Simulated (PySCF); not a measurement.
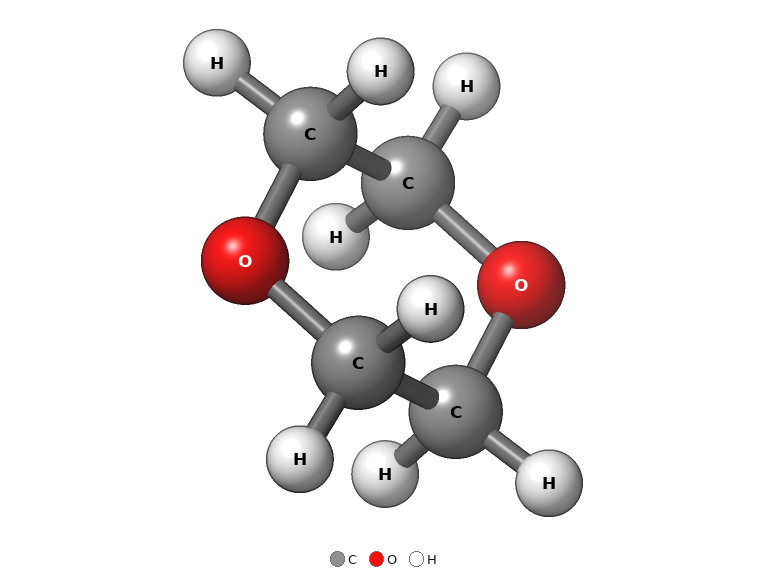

Every bond is drawn as one stick, whatever its order.

The geometry was computed by an optimisation with GFN2-xTB. No frequency run is at hand to confirm it as a minimum.

> Give the formula.

C4H8O2, 14 atoms: 4 carbon, 8 hydrogen and 2 oxygen.

> How many atoms are distinct by symmetry?

4: 4 C, 2 O, 4 H, 4 H.

> Give the symmetry (Schoenflies symbol).

C2h.

> What is its SMILES?

C1COCCO1

> Count the bonded pairs by element.

8 C–H, 4 C–O, 2 C–C.

The parts below concern this one geometry. Atoms keep their numbers from picture to picture.

**Bond orders**

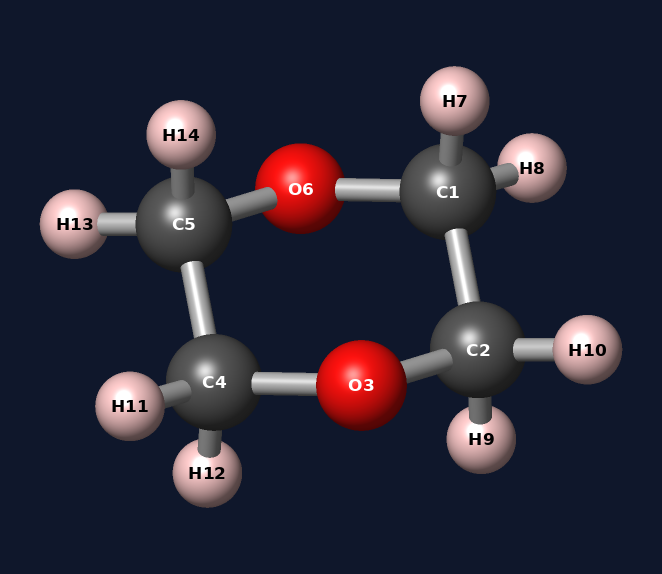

Every bond is drawn as one stick. No frequency run is at hand to confirm it as a minimum. Computed with PBE0/pcSseg-1 (PySCF 2.14.0).

List the Mayer bond orders of C1–C2, C1–O6, C1–H8, C1–H7 (one bond of each equivalent set).

```json
{"bond": "C1–C2", "Mayer order": "1.03", "length (Å)": "1.531"}
{"bond": "C1–O6", "Mayer order": "0.93", "length (Å)": "1.412"}
{"bond": "C1–H8", "Mayer order": "0.95", "length (Å)": "1.091"}
{"bond": "C1–H7", "Mayer order": "0.93", "length (Å)": "1.101"}
```

**Ring current**

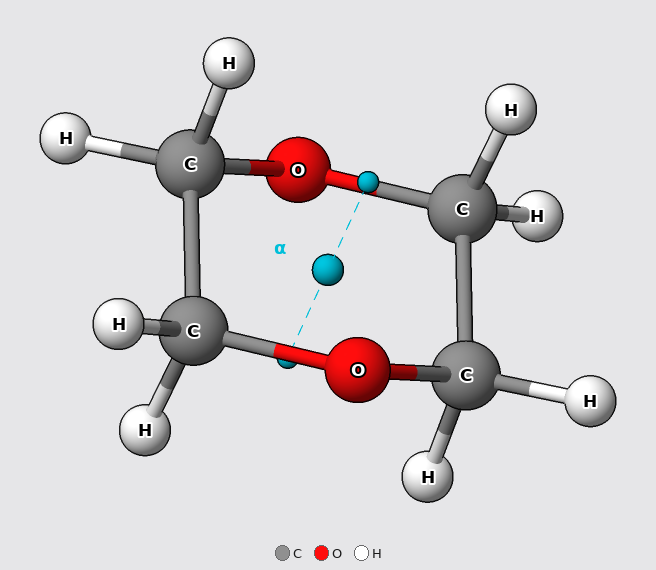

The small points mark where nucleus-independent chemical shifts (NICS) were computed: at the centre of each lettered ring and 1 Å above and below it. No frequency run is at hand to confirm it as a minimum. Properties computed with GIAO PBE0/pcSseg-1 NMR shielding, non-relativistic, gas phase (PySCF 2.14.0).

Give NICS(0), NICS(1) and the out-of-plane component NICS(1)zz for each ring (means of the two sides).

| ring | members | NICS(0) | NICS(1) | NICS(1)zz |
| --- | --- | --- | --- | --- |
| α | C4O2 | −1.6 | −1.3 | 3.1 |

Values in ppm.

> What do the values say about the ring currents?

Ring α: weak, as in a non-aromatic ring. NICS is one index among several.

**NMR shielding**

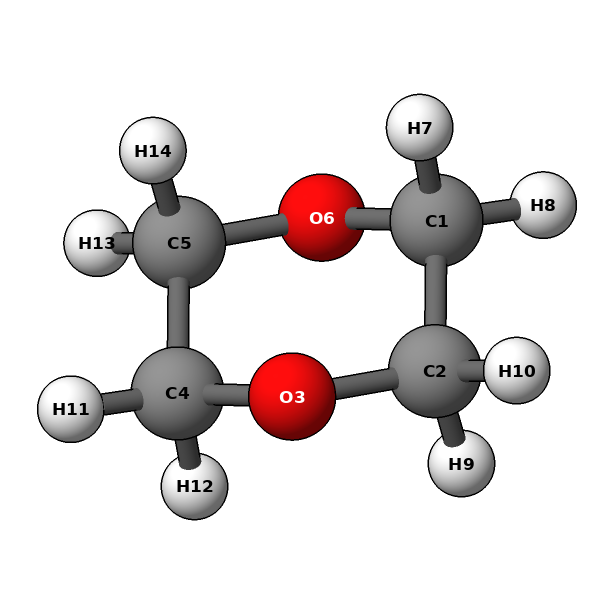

No frequency run is at hand to confirm it as a minimum. Properties computed with GIAO PBE0/pcSseg-1 NMR shielding, non-relativistic, gas phase (PySCF 2.14.0). Principal shieldings σ11 ≤ σ22 ≤ σ33, span Ω = σ33 − σ11, skew κ = 3(σiso − σ22)/Ω.

Give the shielding tensors of the O atoms.

```csv
atom,σ11,σ22,σ33,σiso,Ω,κ
"O3, O6",242.0,304.6,340.0,295.5,98.0,−0.28
```

Shieldings and span in ppm.
